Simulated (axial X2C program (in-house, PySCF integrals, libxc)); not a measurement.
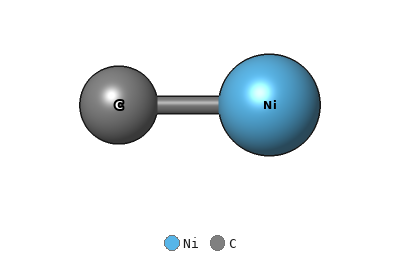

Fig. 1: The molecule at the reference distance of 1.585 Å.

**Relativistic diatomic calculation, with input and output: NiC⁺**

NiC⁺. The reference is closed-shell NiC; the roots are the vertical energies to take an electron from it, which leaves states of NiC⁺. The distance is the PBE0 minimum at charge 0. Computed at this level: EOM-IP-CCSD, two-component X2C with atomic mean-field Coulomb and Gaunt terms, Ni dyall-cv3z, C dyall-v3z (cores contracted) (axial X2C program (in-house, PySCF integrals, libxc)).

**Key numbers**

| quantity | value |
| --- | --- |
| outcome | converged |
| HF energy of the reference NiC | −1556.25085 hartree |
| MP2 energy of the reference NiC | −1556.90207 hartree |
| CCSD energy of the reference NiC (with the MP2 share of the virtual spinors left out of the coupled-cluster step) | −1556.93096 hartree |
| CCSD(T) energy of the reference NiC | −1556.97082 hartree |
| T1 diagnostic (spinor form; for a closed shell √2 times the usual value) | 0.215 |
| hardware | 1 thread of Arm Neoverse N1, 16 GiB of memory available, shared host |
| wall time | 23 s |
| peak memory | 0.85 GiB |

**Input**
```
{"zs": [28, 6], "q": 1, "bas": ["dyall-cv3z", "dyall-v3z"], "r0": 1.68, "eom": "ip", "rq": 0, "thr": -2.0, "nmax": 95, "grid": [1, 0.96, 1.045, 0.92, 1.09, 1.15]}
```

The line is the task of a batch: nuclear charges, charge, bases, a first guess of the distance and further settings. This report covers the levels named above. The log is that of the reference distance 1.585 Å.

The run was one of a batch that the task file lists, launched with:
```bash
python <driver script> task.json out
```

**The program's output**
```
two-component X2C + atomic mean field  HF
basis functions 147  fitting functions 854  grid points 5071
iter        total energy     max residual
   1      -1556.187098554     2.39e-01
   2      -1556.210403299     3.29e-02
   3      -1556.221094668     6.37e-02
   4      -1556.224985831     1.44e-02
   5      -1556.225893899     6.49e-03
   6      -1556.226350423     7.34e-03
   7      -1556.226517203     2.02e-03
   8      -1556.226855023     5.96e-03
   9      -1556.227693179     3.03e-02
  10      -1556.228969922     3.04e-02
  11      -1556.230779221     4.39e-02
  12      -1556.241872534     1.42e-02
  13      -1556.246137120     1.08e-02
  14      -1556.247546118     8.18e-03
  15      -1556.248992727     5.13e-03
  16      -1556.249623330     1.52e-03
  17      -1556.249870017     1.31e-03
  18      -1556.250015452     1.31e-03
  19      -1556.250356298     2.23e-03
  20      -1556.250592702     1.77e-03
  21      -1556.250703296     7.37e-04
  22      -1556.250726385     6.96e-04
  23      -1556.250737255     6.62e-04
  24      -1556.250755117     5.81e-04
  25      -1556.250783446     6.05e-04
  26      -1556.250816361     7.39e-04
  27      -1556.250836786     5.01e-04
  28      -1556.250843722     1.62e-04
  29      -1556.250844882     8.87e-05
  30      -1556.250845085     3.22e-05
  31      -1556.250845138     1.25e-05
  32      -1556.250845144     6.01e-06
  33      -1556.250845145     2.82e-06
  34      -1556.250845145     9.35e-07
converged
one-electron -2271.21092003  Coulomb 726.68876944  exact exchange -67.36695941  xc functional 0.00000000  nuclear repulsion 56.08944570  atomic mean-field constant -0.45118084
correlated 14  virtual 224  natural virtual 92  E(MP2) -0.651223868  MP2 remainder -0.052785793
iter   CCSD correlation   residual
   1     -0.499393415   4.32e-01
   2     -0.559483288   3.20e-01
   3     -0.595094007   1.33e-01
   4     -0.606193417   8.08e-02
   5     -0.617333446   5.70e-02
   6     -0.622977700   3.21e-02
   7     -0.625481830   1.93e-02
   8     -0.626459089   1.04e-02
   9     -0.627270591   6.97e-03
  10     -0.626981434   5.03e-03
  11     -0.627448558   3.79e-03
  12     -0.627273540   3.00e-03
  13     -0.627428603   2.19e-03
  14     -0.627378131   1.64e-03
  15     -0.627371877   1.03e-03
  16     -0.627350257   6.71e-04
  17     -0.627336230   3.88e-04
  18     -0.627319265   2.56e-04
  19     -0.627325777   1.77e-04
  20     -0.627322982   1.34e-04
  21     -0.627332371   1.01e-04
  22     -0.627334000   6.93e-05
  23     -0.627335436   4.90e-05
  24     -0.627334977   3.59e-05
  25     -0.627333547   2.85e-05
  26     -0.627331792   1.91e-05
  27     -0.627331465   1.31e-05
  28     -0.627330673   8.91e-06
  29     -0.627330658   6.27e-06
(T) -0.03985602124498539  T1 0.2148  D1 0.4409  max T2 0.133
EOM-IP-CCSD roots
2*Omega      energy/Eh   energy/eV  one-particle weight
    1       0.29457079      8.0157      0.916
    1       0.41712935     11.3507      0.789
    1       0.43444068     11.8217      0.761
    1       0.45891545     12.4877      0.166
    3       0.37523497     10.2107      0.846
    3       0.43287748     11.7792      0.836
    3       0.46663571     12.6978      0.001
    5       0.36286343      9.8740      0.842
```

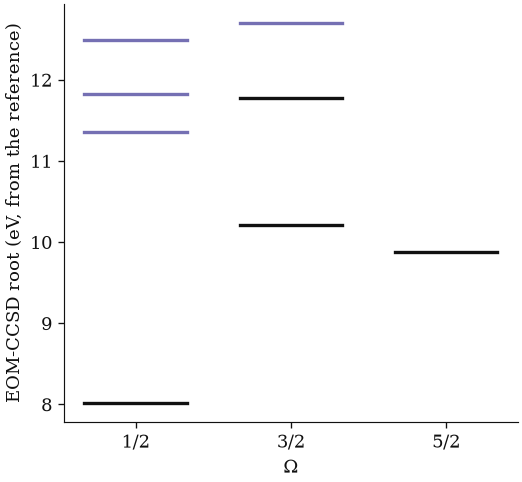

Fig. 2: EOM-CCSD roots by Ω at 1.58 Å; roots whose one-particle weight is under 0.8 have the second colour. The lowest has Ω = 1/2 and lies at 8.016 eV, with one-particle weight 0.92. 4 of the 8 roots are less well described at this level.
